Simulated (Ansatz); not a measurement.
The calculation's input:

```
crystal:
  lattice:
    - [6.1165181544, 0.0, 0.0]
    - [-3.0582590772, 5.2970601044, 0.0]
    - [0.0, 0.0, 5.4598251412]
  atoms:
    - { symbol: Si, position: [0.0, 0.0, 0.0] }
    - { symbol: Sn, position: [0.3333333333, 0.6666666667, 0.0] }
    - { symbol: Sn, position: [0.6666666667, 0.3333333333, 0.0] }
    - { symbol: Sn, position: [0.5, 0.0, 0.5] }
    - { symbol: Sn, position: [0.5, 0.5, 0.5] }
    - { symbol: Sn, position: [0.0, 0.5, 0.5] }
basis:
  ecutwfc: 420
kpoints:
  mp_grid: { grid: [6, 6, 8] }
hamiltonian:
  xc: pbe
scf:
  occupations: { method: gaussian, width: 0.1 }
output:
  forces: true
  stress: true
  eigenvalues: true
  write_density: true
  write_potential: true
  elf: true
  volumetric_format: npy
relax:
  adjacent_minimum: "off"
  f_tol: 0.01
  max_steps: 80
  cell: { stress_tol: 0.05 }
```

Launched as:

```sh
ansatz run input.yaml --threads 1 --pin off --max-ram 2560MiB --backend cpu --events-out ev --progress --plain --runs-dir out
```

Below, planes, directions and counts refer to the conventional cell (a = 5.96 Å, b = 5.96 Å, c = 5.75 Å, α = 90.00°, β = 90.00°, γ = 120.00°).

The fields are those of the relaxed geometry.

Space group P6/mmm; a structure generated by program, which may or may not match a known phase.

These are results of DFT PBE, scalar-relativistic, plane waves, PAW in Ansatz, not measurements.

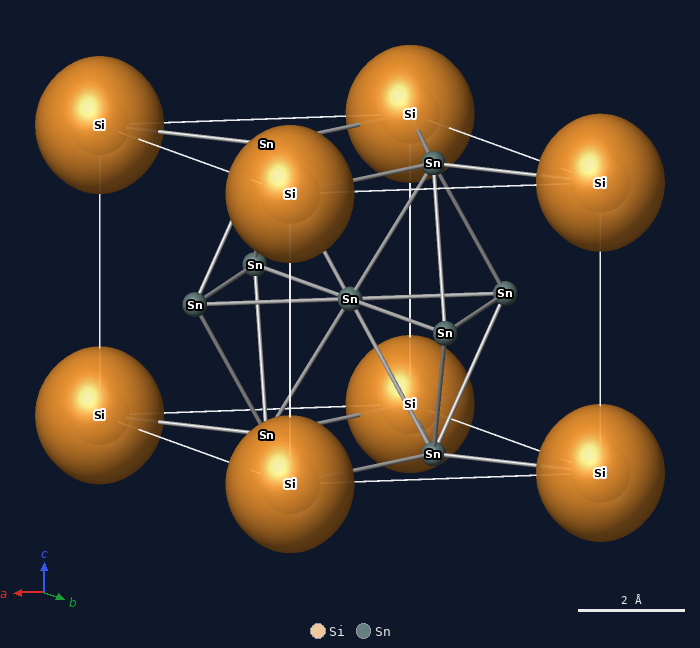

SiSn$_{5}$. Isosurface of the ELF at 0.7 (orange), seen at an oblique angle. Only the valence region is drawn (cores and ρ < 0.01 e/Å³ removed). Sticks mark near contacts.

Describe the localisation domains.

The ELF exceeds this value in one region wrapped around Si (its valence shell) and one small core shell on Si, counted in one cell of 6 atoms. Regions shared between cells count once. Along the contacts the grid gives the following. Sn–Sn (2.98 Å): the ELF is about 0.45 at the midpoint. Si–Sn (3.44 Å): the ELF peaks at about 0.85 in the valence shell of Si, 0.9 Å from its nucleus, and drops to about 0.30 between the two atoms.
